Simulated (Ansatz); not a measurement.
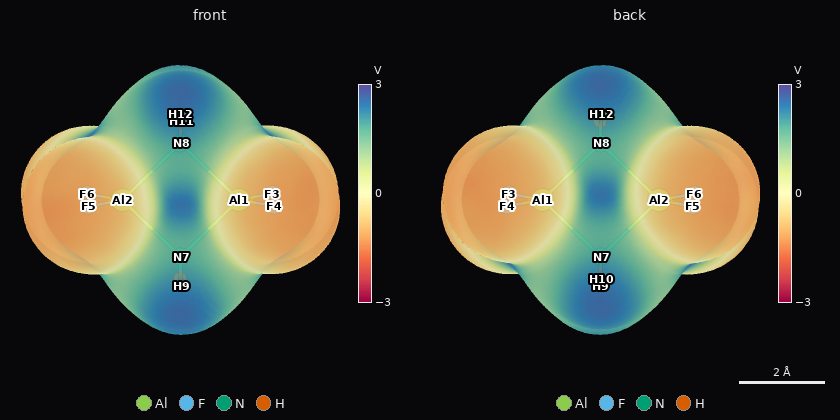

Al2F4H4N2 (SMILES [F][Al-]1([F])[NH2+][Al-]([F])([F])[NH2+]1). The molecular electrostatic potential painted on the density surface at 0.002 e/bohr³, seen from the front and from behind; red is negative and blue positive.

Geometry: PBE0-D4/def2-SVP.

All numbers below come from Ansatz 0.2.0, isolated molecule in a Gaussian basis; Kohn-Sham density functional theory, functional PBE0.

Input

```
crystal:
  periodic: [false, false, false]
  atoms:
    - {symbol: Al, position_ang: [-2.125210, 1.256387, -1.579224]}
    - {symbol: Al, position_ang: [-0.631255, 0.806442, 0.705329]}
    - {symbol: F, position_ang: [-3.532236, 2.140931, -1.477260]}
    - {symbol: F, position_ang: [-1.604494, 0.639278, -3.035461]}
    - {symbol: F, position_ang: [0.776145, -0.077751, 0.605303]}
    - {symbol: F, position_ang: [-1.153406, 1.424504, 2.160634]}
    - {symbol: "N", position_ang: [-2.075379, -0.105290, -0.204969]}
    - {symbol: N, position_ang: [-0.680242, 2.167430, -0.669616]}
    - {symbol: H, position_ang: [-1.843845, -1.042051, -0.540907]}
    - {symbol: H, position_ang: [-2.935198, -0.192427, 0.340138]}
    - {symbol: H, position_ang: [0.179500, 2.253640, -1.214963]}
    - {symbol: H, position_ang: [-0.910996, 3.104516, -0.334050]}
basis:
  gaussian: {orbitals: def2-SVPD}
hamiltonian: {xc: pbe0}
output: {forces: true, orbitals: {seedname: orbitals}}
```

Command:

```sh
ansatz run input.yaml --threads 2 --pin off --max-ram 6090MiB --events-out events.jsonl --progress --plain --runs-dir runs
```

Question: Where is the surface potential most negative and most positive?

Answer: The most negative region (about −1.3 V) lies over F3, F4, F5 and F6, the most positive (about +2.6 V) over the Al and H atoms.

Question: What dipole moment does the calculation give?

Answer: Its dipole moment is zero.
